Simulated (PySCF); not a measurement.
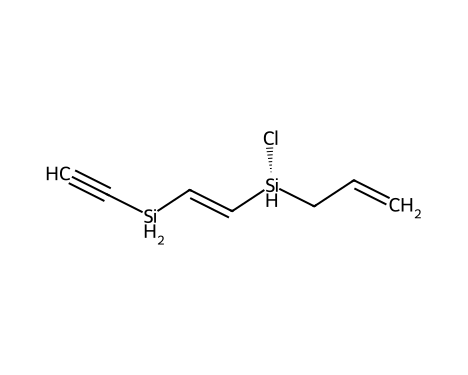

Computed geometry: GFN2-xTB optimisation. No frequency run is at hand to confirm it as a minimum. Properties computed with PBE0/pcSseg-1, gas phase (PySCF 2.14.0).

Question: Give the HOMO energy (Kohn–Sham orbital) at this level.

Answer: −7.23 eV.

Question: What is the HOMO–LUMO gap?

Answer: 6.21 eV.

Question: Give the dipole moment at this level.

Answer: 1.80 D.

The geometry is semi-empirical. Around Si such bond lengths and angles can be off by a tenth of an ångström or more and by several degrees, and values that hang on the shape move with them.
